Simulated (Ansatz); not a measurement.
# [NO3]− (nitrate): levels of theory compared

We compute a comparison of 6 runs (BHLYP/STO-3G, BLYP/STO-3G, HSE06/STO-3G, PBE/STO-3G, BCCD(T)/STO-3G, CCSD(T)/STO-3G) of [NO3]− (nitrate). 

The results are computed with Ansatz 0.2.0.

9 further runs of the same task are left out: 7 that didn't finish, 2 set aside as unsound or not needed.

### 1 The system as given

[NO3]− has 4 atoms, charge -1, and is taken as a singlet. SMILES: `O=[N+]([O-])[O-]`. The O3–N2 distance was set to 1.544 Å, away from the relaxed value.

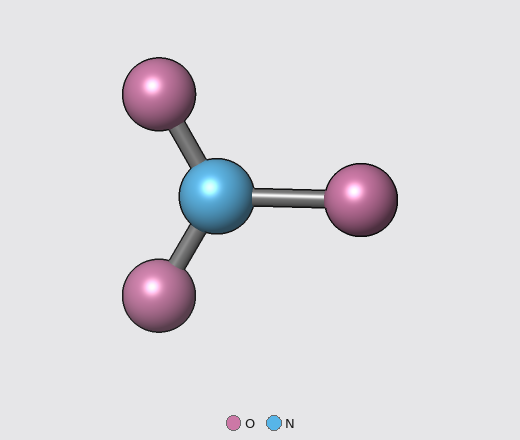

Viewed from a chosen angle; oxygen pink, nitrogen blue.

### 2 A single-point energy at BHLYP/STO-3G (run 1)

File job.yaml:

```yaml
crystal:
  periodic: [false, false, false]
  atoms:
    - symbol: O
      position_ang: [0.177269, 0.794924, 1.157008]
    - symbol: N
      position_ang: [-0.124451, 0.271194, 0.079778]
    - symbol: O
      position_ang: [0.467940, -1.101740, -0.303400]
    - symbol: O
      position_ang: [-0.876191, 0.859414, -0.703482]
basis:
  gaussian: {orbitals: STO-3G}
total_charge: -1
accuracy: high
hamiltonian: {xc: {name: BHLYP}}
```

On the command line:

```
$ ansatz run job.yaml --threads 1 --pin off --max-ram 2610MiB --events-out events.jsonl --progress --plain --runs-dir runs
```

Standard output:

```text
Warning: RAYON_NUM_THREADS=1 ignored (pool sized by the plan → 1); use --threads N
Functional definition: BHLYP
  name "BHLYP"
  parameter a = 0.5
  exchange = (1 - a)*b88_x + a*exact_x
  correlation = lyp_c
368 factors; integrals over basis functions are off by at most 3.2e-8 eV
mean field evaluation 1: about -7502.1165 eV, gradient 6.4e1 eV
mean field evaluation 2: about -7474.8129 eV, gradient 9.7e1 eV
mean field evaluation 4: about -7513.6810 eV, gradient 5.7e0 eV
mean field evaluation 8: about -7513.9595 eV, gradient 3.9e-1 eV
mean field evaluation 16: about -7513.9601 eV, gradient 7.1e-6 eV
mean field -7513.96009998 eV, -276.1329405294 hartree, gradient 5.0e-8 eV, S^2 0.000000; 0 other end points of the search recorded, 0 dependent functions left out
reference -7513.96011211 eV, -276.1329409751 hartree; 16, 16 occupied and 4, 4 virtual orbitals, 368 factors
Total energy: -7513.96011211 eV, -276.1329409751 hartree
```

It took 1 s on 1 thread of Arm Neoverse V1, shared host.

### 3 The energy at BLYP/STO-3G (run 2)

File run.yaml:

```yaml
crystal:
  periodic: [false, false, false]
  atoms:
    - {symbol: O, position_ang: [0.177269, 0.794924, 1.157008]}
    - {symbol: N, position_ang: [-0.124451, 0.271194, 0.079778]}
    - {symbol: O, position_ang: [0.467940, -1.101740, -0.303400]}
    - {symbol: O, position_ang: [-0.876191, 0.859414, -0.703482]}
basis:
  gaussian: {orbitals: STO-3G}
hamiltonian: {xc: {name: BLYP}}
accuracy: high
total_charge: -1
```

On the command line:

```
$ ansatz run run.yaml --threads 1 --pin off --max-ram 2610MiB --events-out events.jsonl --progress --plain --runs-dir runs
```

Standard output:

```text
Warning: RAYON_NUM_THREADS=1 ignored (pool sized by the plan → 1); use --threads N
Functional definition: BLYP
  name "BLYP"
  parameter beta = 0.0042
  parameter a = 0.04918
  parameter b = 0.132
  parameter c = 0.2533
  parameter d = 0.349
  exchange = b88_x(beta = beta)
  correlation = lyp_c(a = a, b = b, c = c, d = d)
368 factors; integrals over basis functions are off by at most 3.2e-8 eV
mean field evaluation 1: about -7505.4039 eV, gradient 6.0e1 eV
mean field evaluation 2: about -7405.7555 eV, gradient 1.8e2 eV
mean field evaluation 4: about -7493.0056 eV, gradient 7.8e1 eV
mean field evaluation 8: about -7515.8443 eV, gradient 2.6e-3 eV
mean field -7515.78404872 eV, -276.1999694091 hartree, gradient 7.5e-8 eV, S^2 0.000000; 0 other end points of the search recorded, 0 dependent functions left out
reference -7515.78407295 eV, -276.1999702995 hartree; 16, 16 occupied and 4, 4 virtual orbitals, 368 factors
Total energy: -7515.78407295 eV, -276.1999702995 hartree
```

Run time: 1.1 s. Hardware: 1 thread of Arm Neoverse V1, shared host; peak memory 0.091 GiB.

Run 3 isn't shown in full; the table further down has it.

### 4 A single-point energy at PBE/STO-3G (run 4)

File in.yaml:

```yaml
basis:
  gaussian: {orbitals: STO-3G}
crystal:
  periodic: [false, false, false]
  atoms:
    - {symbol: O, position_ang: [0.177269, 0.794924, 1.157008]}
    - {symbol: "N", position_ang: [-0.124451, 0.271194, 0.079778]}
    - {symbol: O, position_ang: [0.467940, -1.101740, -0.303400]}
    - {symbol: O, position_ang: [-0.876191, 0.859414, -0.703482]}
total_charge: -1
hamiltonian: {xc: pbe}
accuracy: high
```

On the command line:

```
$ ansatz run in.yaml --threads 1 --pin off --max-ram 2610MiB --events-out events.jsonl --progress --plain --runs-dir runs
```

Standard output:

```text
Warning: RAYON_NUM_THREADS=1 ignored (pool sized by the plan → 1); use --threads N
Functional definition: PBE
  name "PBE"
  parameter kappa = 0.804
  parameter beta = 0.06672455060314922
  exchange = pbe_x(kappa = kappa, mu = beta*pi^2/3)
  correlation = pbe_c(beta = beta)
368 factors; integrals over basis functions are off by at most 3.2e-8 eV
mean field evaluation 1: about -7500.6477 eV, gradient 5.9e1 eV
mean field evaluation 2: about -7403.4406 eV, gradient 1.7e2 eV
mean field evaluation 4: about -7489.5986 eV, gradient 7.6e1 eV
mean field evaluation 8: about -7510.7097 eV, gradient 3.4e-1 eV
mean field -7510.71044617 eV, -276.0135179542 hartree, gradient 7.4e-8 eV, S^2 0.000000; 0 other end points of the search recorded, 0 dependent functions left out
reference -7510.71044699 eV, -276.0135179846 hartree; 16, 16 occupied and 4, 4 virtual orbitals, 368 factors
Total energy: -7510.71044699 eV, -276.0135179846 hartree
```

Wall time 1.1 s (1 thread of Arm Neoverse V1, shared host).

Run 5 isn't shown in full; the table further down has it.

### 5 A single-point energy at CCSD(T)/STO-3G (run 6)

File molecule.yaml:

```yaml
crystal:
  periodic: [false, false, false]
  atoms:
    - {symbol: O, position_ang: [0.177269, 0.794924, 1.157008]}
    - {symbol: N, position_ang: [-0.124451, 0.271194, 0.079778]}
    - {symbol: O, position_ang: [0.467940, -1.101740, -0.303400]}
    - {symbol: O, position_ang: [-0.876191, 0.859414, -0.703482]}
basis:
  gaussian:
    orbitals: STO-3G
total_charge: -1
scf:
  omitted_lower_state_checks: [cluster_reference, increment]
accuracy: high
correlation:
  method: ccsd_t
  frozen_orbitals: {"N": 1, O: 1}
```

On the command line:

```
$ ansatz run molecule.yaml --threads 1 --pin off --max-ram 2610MiB --events-out events.jsonl --progress --plain --runs-dir runs
```

Standard output, cut to the lines that bear on the results:

```text
Warning: RAYON_NUM_THREADS=1 ignored (pool sized by the plan → 1); use --threads N
Functional definition: HF
  name "HF"
[...]
368 factors; integrals over basis functions are off by at most 3.2e-8 eV
[...]
mean field -7481.37145824 eV, -274.9353300345 hartree, gradient 3.0e-8 eV, S^2 0.000000; 1 other end points of the search recorded, 0 dependent functions left out; unrestricted orbitals would lower it
4 core orbitals not correlated: weight in the atoms' cores, before any rotation towards them, 1.000 or more for the frozen orbitals, at most 0.000 for the correlated occupied ones
reference -7481.37145824 eV, -274.9353300345 hartree; 12, 12 occupied and 4, 4 virtual orbitals, 368 factors
second order -5.17905967 eV of doubles, -0.00000000 eV of singles
cycle   1  -5.34638023 eV  change   -1.7e-1 eV  update   1.1e-1
[...]
cycle  27  -5.88554402 eV  change  -1.8e-10 eV  update   1.3e-9
perturbative correction -0.42443520 eV, -0.0155977060 hartree
Total energy: -7487.68143746 eV, -275.1672174939 hartree
Checks for a lower state left out: cluster_reference, increment
```

Run time: 0.24 s. Hardware: 1 thread of Arm Neoverse V1, shared host.

### 6 The series

```tsv
run	level	frozen core orbitals	energy (Eh)	wall time
1	BHLYP/STO-3G	–	-276.132941	1 s
2	BLYP/STO-3G	–	-276.199970	1.1 s
3	HSE06/STO-3G	–	-276.011037	1.3 s
4	PBE/STO-3G	–	-276.013518	1.1 s
5	BCCD(T)/STO-3G	4	-275.167550	0.28 s
6	CCSD(T)/STO-3G	4	-275.167217	0.24 s
```

### 7 Results

| quantity | value |
| --- | --- |
| run 6: total energy | -275.16722 Eh |
| run 6: correlation energy (4 core orbitals frozen) | -231.9 mEh |
| run 6: (T) correction | -15.60 mEh |
| run 6: T1 diagnostic | 0.029 |

**Reading.** Totals of different functionals can't be ranked against each other. In runs 5, 6 the log says that unrestricted orbitals would lower the reference, so the values rest on an unstable closed-shell determinant (other closed-shell runs at this shape may share the fault). In runs 1, 2, 3, 4, 5, 6 the basis is minimal, so the values are rough. All runs together took 5.1 s, the longest 1.3 s.
